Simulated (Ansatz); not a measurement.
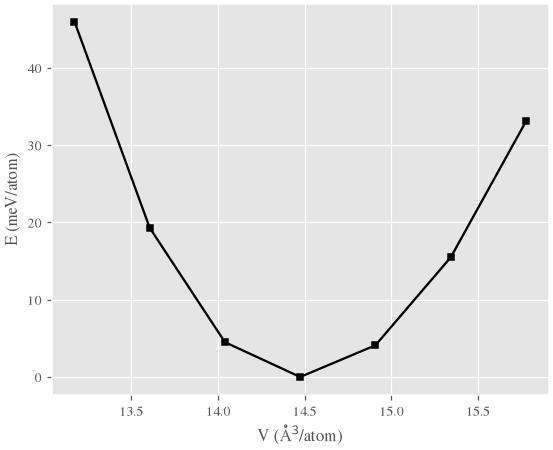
Fig. 1. BaInHO₂ in space group P4/mmm (No. 123; Ba on 1d, In on 1a, O on 2f, H on 1b) under volume change, DFT-r²SCAN in the program Ansatz with PAW potentials, shape and atoms relaxed at each volume.

What does a third-order Birch–Murnaghan fit give for V₀, B₀ and B′?

V₀ = 14.47 Å³/atom, B₀ = 106 GPa, B′ = 4.4.

The start of the workflow was typed in or built on a structure type; neither database checked (COD, Materials Project) lists it. Whether it is the stable phase at ambient conditions was not checked. Symmetry was held in the r²SCAN relaxation; its stability against distortions is not shown here. Spin–orbit coupling is left out wherever it is not named.

Potentials: the earlier of the program's two PAW sets. The files were generated under PBE; for other functionals the program regenerates the frozen cores, and for LDA and PBEsol the local potential too.
